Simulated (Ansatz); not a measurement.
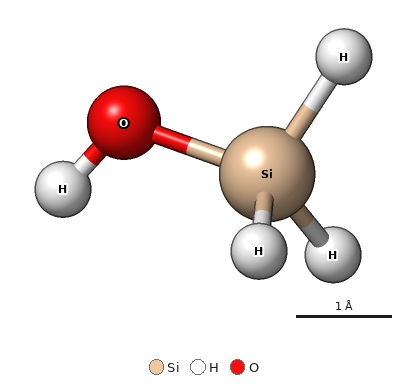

*The structure as given in the input (ball-and-stick view, seen at a tilt).*

Bond lengths as drawn: H–O 0.97 Å, H–Si 1.50 to 1.51 Å and O–Si 1.68 Å.

Nudged elastic band, with input and output: SiH4O

- system: SiH4O
- method: RKS PBE/def2-SVP (Ansatz 0.2.0)

It belongs to a series of runs on one base structure; here: band between the two ends.

**Output**
```
Engine: ansatz 0.2.0, aarch64-unknown-linux-gnu
Functional definition: PBE
  parameter kappa = 0.804
  parameter beta = 0.06672455060314922
  exchange = pbe_x(kappa = kappa, mu = beta*pi^2/3)
  correlation = pbe_c(beta = beta)
571 factors; their error is unknown
mean field evaluation 1: about -9975.0070 eV, gradient 5.2e1 eV
mean field evaluation 2: about -9949.1849 eV, gradient 1.2e2 eV
mean field evaluation 4: about -9979.7587 eV, gradient 2.5e0 eV
mean field evaluation 8: about -9979.7430 eV, gradient 2.7e-2 eV
mean field -9979.74305097 eV, -366.7487926104 hartree, gradient 2.6e-5 eV, S^2 0.000000; 0 other end points of the search recorded, 0 dependent functions left out
the calculation of the forces begins
reference -9979.74307949 eV, -366.7487936586 hartree; 13, 13 occupied and 39, 39 virtual orbitals, 571 factors
571 factors; their error is unknown
mean field evaluation 16: about -9922.6862 eV, gradient 1.5e2 eV
mean field -9977.80484928 eV, -366.6775650121 hartree, gradient 6.0e-5 eV, S^2 0.000000; 0 other end points of the search recorded, 0 dependent functions left out
[... from here on the field's lines of each further geometry are left out, up to the last ...]
NEB iter   1: max|band force component| = 5.367e0 eV/Å  barrier→ = 3.9372 eV  barrier← = 1.9990 eV  Δτ_max = 0.1938 Å  (165 SCF iters)
NEB iter   2: max|band force component| = 2.597e0 eV/Å  barrier→ = 2.9198 eV  barrier← = 0.9816 eV  Δτ_max = 0.2000 Å  (143 SCF iters)
NEB iter   3: max|band force component| = 2.358e0 eV/Å  barrier→ = 2.6893 eV  barrier← = 0.7511 eV  Δτ_max = 0.1894 Å  (130 SCF iters)
NEB iter   4: max|band force component| = 1.928e0 eV/Å  barrier→ = 2.5570 eV  barrier← = 0.6188 eV  Δτ_max = 0.1370 Å  (136 SCF iters)
NEB iter   5: max|band force component| = 1.045e0 eV/Å  barrier→ = 2.4146 eV  barrier← = 0.4764 eV  Δτ_max = 0.0955 Å  (136 SCF iters)
NEB iter   6: max|band force component| = 5.317e-1 eV/Å  barrier→ = 2.3858 eV  barrier← = 0.4476 eV  Δτ_max = 0.0926 Å  (129 SCF iters)
NEB iter   7: max|band force component| = 8.907e-1 eV/Å  barrier→ = 2.3852 eV  barrier← = 0.4470 eV  CI = image 3  Δτ_max = 0.1990 Å  (131 SCF iters)
NEB iter   8: max|band force component| = 7.693e-1 eV/Å  barrier→ = 2.5301 eV  barrier← = 0.5919 eV  CI = image 3  Δτ_max = 0.0719 Å  (143 SCF iters)
NEB iter   9: max|band force component| = 3.678e-1 eV/Å  barrier→ = 2.5143 eV  barrier← = 0.5761 eV  CI = image 3  Δτ_max = 0.1377 Å  (132 SCF iters)
NEB iter  10: max|band force component| = 2.372e-1 eV/Å  barrier→ = 2.5047 eV  barrier← = 0.5665 eV  CI = image 3  Δτ_max = 0.1939 Å  (130 SCF iters)
NEB iter  11: max|band force component| = 1.188e0 eV/Å  barrier→ = 2.5030 eV  barrier← = 0.5648 eV  CI = image 3  Δτ_max = 0.0999 Å  (135 SCF iters)
NEB iter  12: max|band force component| = 2.408e-1 eV/Å  barrier→ = 2.5020 eV  barrier← = 0.5638 eV  CI = image 3  Δτ_max = 0.0578 Å  (137 SCF iters)
NEB iter  13: max|band force component| = 1.847e-1 eV/Å  barrier→ = 2.5009 eV  barrier← = 0.5627 eV  CI = image 3  Δτ_max = 0.0284 Å  (133 SCF iters)
the calculation of the forces begins
reference -9977.78870182 eV, -366.6769716036 hartree; 13, 13 occupied and 39, 39 virtual orbitals, 571 factors
571 factors; their error is unknown
mean field -9977.24236969 eV, -366.6568942683 hartree, gradient 1.2e-5 eV, S^2 0.000000; 1 other end points of the search recorded, 0 dependent functions left out
the calculation of the forces begins
reference -9977.24239836 eV, -366.6568953219 hartree; 13, 13 occupied and 39, 39 virtual orbitals, 571 factors
NEB iter  14: max|band force component| = 4.179e-2 eV/Å  barrier→ = 2.5007 eV  barrier← = 0.5625 eV  CI = image 3  Δτ_max = 0.0000 Å  (262 SCF iters)
```

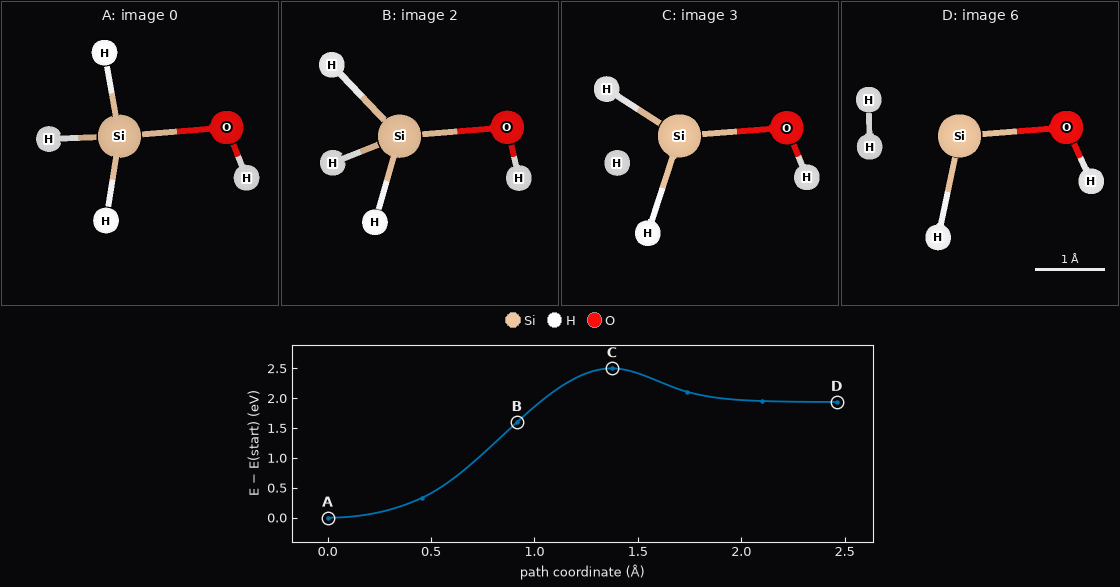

*Images of the last band (counted from 0; ball-and-stick, seen at a tilt) above the energy along the path; the line is a cubic interpolation that uses the forces.*

The highest image is number 3, 2.501 eV above the start and 0.562 eV above the end (the climbing image); the end lies 1.938 eV above the start. The path is 2.46 Å long. The band converged in 14 iterations.

```
Total energy: -9977.24239836 eV, -366.6568953219 hartree
Atom 0 at     0.278459    -0.047655    -0.544565 Å, force    -0.011218     0.010342    -0.001781 eV/Å
Atom 1 at     0.415713    -0.107329     1.173415 Å, force     0.001931    -0.003055     0.000568 eV/Å
Atom 2 at     1.384797     0.180937     0.496279 Å, force     0.006572     0.000135     0.005617 eV/Å
Atom 3 at    -0.736115     1.281001    -0.777637 Å, force    -0.024246    -0.001819     0.011751 eV/Å
Atom 4 at    -1.535980     1.313029    -0.223351 Å, force     0.026771     0.000285    -0.016898 eV/Å
Atom 5 at    -0.452874    -1.300385    -0.125241 Å, force     0.000189    -0.005888     0.000743 eV/Å
Dipole moment:    -0.196492    -0.047909     0.225734 e Å
this run last wrote the band of iteration 14 to [file]
```

**The last band as extended XYZ (Å, eV, eV/Å)**
```
6
Properties=species:S:1:pos:R:3:forces:R:3 image=0 energy=-9979.74305
Si    0.1820   -0.0236    0.1082    0.0102  -0.0003  -0.0015
H     0.0930    0.0372    1.6139   -0.0014   0.0006   0.0000
H     1.6165    0.0892   -0.3095   -0.0039  -0.0012   0.0018
O    -0.6107    1.2617   -0.6341   -0.0050   0.0014   0.0001
H    -1.5647    1.3181   -0.4538    0.0015   0.0002  -0.0001
H    -0.3621   -1.3631   -0.3259   -0.0014  -0.0007  -0.0003
6
Properties=species:S:1:pos:R:3:forces:R:3 image=1 energy=-9979.40819
Si    0.1711   -0.0382   -0.0426   -0.0991   0.0534   0.8683
H     0.1582    0.0204    1.4386   -0.5959   0.2180   0.6932
H     1.6439    0.1498   -0.0460    0.3046  -0.0926  -1.0279
O    -0.6933    1.2063   -0.7897    0.1594  -0.1597   0.1350
H    -1.5061    1.3751   -0.2769   -0.0035   0.1035  -0.1711
H    -0.4197   -1.3938   -0.2846    0.2345  -0.1226  -0.4975
6
Properties=species:S:1:pos:R:3:forces:R:3 image=2 energy=-9978.14264
Si    0.2032   -0.0433   -0.2650   -0.4341   0.2175   2.0189
H     0.2850   -0.0546    1.2660   -1.0924   0.2045   0.6926
H     1.5613    0.1806    0.2491    1.2058   0.0761  -1.5540
O    -0.7225    1.2544   -0.8154    0.0918  -0.1247  -0.1487
H    -1.5092    1.3443   -0.2423    0.1042   0.0985  -0.1449
H    -0.4638   -1.3618   -0.1935    0.1247  -0.4719  -0.8639
6
Properties=species:S:1:pos:R:3:forces:R:3 image=3 energy=-9977.24237
Si    0.2785   -0.0477   -0.5446   -0.0112   0.0103  -0.0018
H     0.4157   -0.1073    1.1734    0.0019  -0.0031   0.0006
H     1.3848    0.1809    0.4963    0.0066   0.0001   0.0056
O    -0.7361    1.2810   -0.7776   -0.0242  -0.0018   0.0118
H    -1.5360    1.3130   -0.2234    0.0268   0.0003  -0.0169
H    -0.4529   -1.3004   -0.1252    0.0002  -0.0059   0.0007
6
Properties=species:S:1:pos:R:3:forces:R:3 image=4 energy=-9977.63345
Si    0.2924   -0.0678   -0.7598    0.0203  -0.0297  -0.6806
H     0.5722   -0.0983    1.1531    0.5222   0.0233  -0.0802
H     1.2611    0.1608    0.6830   -0.3805  -0.0852   0.5554
O    -0.7365    1.2765   -0.7642   -0.0209  -0.0459   0.0751
H    -1.5552    1.2812   -0.2379   -0.0321  -0.0817  -0.0196
H    -0.4801   -1.2328   -0.0752   -0.1091   0.2192   0.1499
6
Properties=species:S:1:pos:R:3:forces:R:3 image=5 energy=-9977.78867
Si    0.2263   -0.0828   -0.9176   -0.0087  -0.0015  -0.0555
H     0.7439   -0.1360    1.2561    0.0727  -0.0132   0.0220
H     1.3356    0.1649    0.8185    0.0014  -0.0126   0.0642
O    -0.7722    1.2800   -0.8133   -0.0001  -0.0143  -0.0242
H    -1.5805    1.2089   -0.2752   -0.0408  -0.0098  -0.0013
H    -0.5991   -1.1154   -0.0696   -0.0245   0.0514  -0.0051
6
Properties=species:S:1:pos:R:3:forces:R:3 image=6 energy=-9977.80485
Si    0.1653   -0.0713   -0.9668   -0.0037   0.0005  -0.0017
H     0.9337   -0.1668    1.4260    0.0130   0.0079  -0.0109
H     1.4446    0.1153    0.9043   -0.0092  -0.0054   0.0165
O    -0.8365    1.2904   -0.8924   -0.0060  -0.0043   0.0008
H    -1.6596    1.2080   -0.3763    0.0074   0.0027  -0.0005
H    -0.6935   -1.0561   -0.0960   -0.0015  -0.0015  -0.0043
```

This output came from the following input.

**Input**
```yaml
crystal:
  periodic: [false, false, false]
  atoms:
    - { symbol: Si, position_ang: [0.181992, -0.023583, 0.108202] }
    - { symbol: H, position_ang: [0.093015, 0.037184, 1.613938] }
    - { symbol: H, position_ang: [1.61646, 0.089192, -0.309529] }
    - { symbol: O, position_ang: [-0.610659, 1.261749, -0.634075] }
    - { symbol: H, position_ang: [-1.564746, 1.318136, -0.453761] }
    - { symbol: H, position_ang: [-0.362063, -1.363081, -0.325875] }
basis:
  gaussian: { orbitals: def2-SVP }
hamiltonian:
  xc: pbe
neb:
  order_check: false
  images: 5
  f_tol: 0.05
  max_iterations: 60
  final_atoms:
    - { symbol: Si, position_ang: [0.16529127, -0.07127941, -0.96675429] }
    - { symbol: H, position_ang: [0.93368296, -0.16675063, 1.42600378] }
    - { symbol: H, position_ang: [1.44464016, 0.11528123, 0.90434949] }
    - { symbol: O, position_ang: [-0.8364647, 1.29044478, -0.89241698] }
    - { symbol: H, position_ang: [-1.65960725, 1.20797895, -0.37631433] }
    - { symbol: H, position_ang: [-0.69354345, -1.05607792, -0.09596767] }
  initial_path:
    images:
      - { positions_ang: [[0.181992, -0.023583, 0.108202], [0.093015, 0.037184, 1.613938], [1.61646, 0.089192, -0.309529], [-0.610659, 1.261749, -0.634075], [-1.564746, 1.318136, -0.453761], [-0.362063, -1.363081, -0.325875]] }
      - { positions_ang: [[0.12122828, -0.0157706, 0.07228267], [0.39709869, 0.02617762, 1.51634719], [1.60587888, 0.05940243, -0.04169697], [-0.67121793, 1.29764264, -0.60976766], [-1.62698878, 1.25842313, -0.56187349], [-0.47200015, -1.30627822, -0.37639174]] }
      - { positions_ang: [[0.06046456, -0.0079582, 0.03636334], [0.70118239, 0.01517125, 1.41875639], [1.59529776, 0.02961286, 0.22613506], [-0.73177686, 1.33353628, -0.58546032], [-1.68923155, 1.19871026, -0.66998598], [-0.58193729, -1.24947544, -0.42690848]] }
      - { positions_ang: [[-0.00029916, -0.0001458, 0.00044401], [1.00526608, 0.00416487, 1.32116558], [1.58471663, -0.00017671, 0.49396709], [-0.79233579, 1.36942992, -0.56115299], [-1.75147433, 1.13899739, -0.77809847], [-0.69187444, -1.19267267, -0.47742523]] }
      - { positions_ang: [[0.05489765, -0.023857, -0.32195542], [0.98140504, -0.05280696, 1.35611165], [1.53802448, 0.03830927, 0.63076122], [-0.80704542, 1.34310154, -0.67157432], [-1.72085197, 1.16199124, -0.64417042], [-0.69243077, -1.14714109, -0.35027271]] }
      - { positions_ang: [[0.11009446, -0.04756821, -0.64435486], [0.957544, -0.10977879, 1.39105771], [1.49133232, 0.07679525, 0.76755535], [-0.82175506, 1.31677316, -0.78199565], [-1.69022961, 1.18498509, -0.51024237], [-0.69298711, -1.10160951, -0.22312019]] }
      - { positions_ang: [[0.16529127, -0.07127941, -0.96675429], [0.93368296, -0.16675063, 1.42600378], [1.44464016, 0.11528123, 0.90434949], [-0.8364647, 1.29044478, -0.89241698], [-1.65960725, 1.20797895, -0.37631433], [-0.69354345, -1.05607792, -0.09596767]] }
```

Launched with:
```bash
ansatz run input.yaml --threads 1 --pin off --max-ram 2048MiB --backend cpu --events-out ev --progress --plain --runs-dir out
```

**Summary**

```json
{"quantity": "outcome", "value": "converged"}
{"quantity": "barrier, forward", "value": "2.501 eV"}
{"quantity": "barrier, backward", "value": "0.562 eV"}
{"quantity": "hardware", "value": "1 thread of Arm Neoverse V2, 24 GiB of memory available, shared host"}
{"quantity": "wall time", "value": "54 s"}
{"quantity": "peak memory", "value": "0.078 GiB"}
```

**Remarks**

The order of the saddle point was not checked.
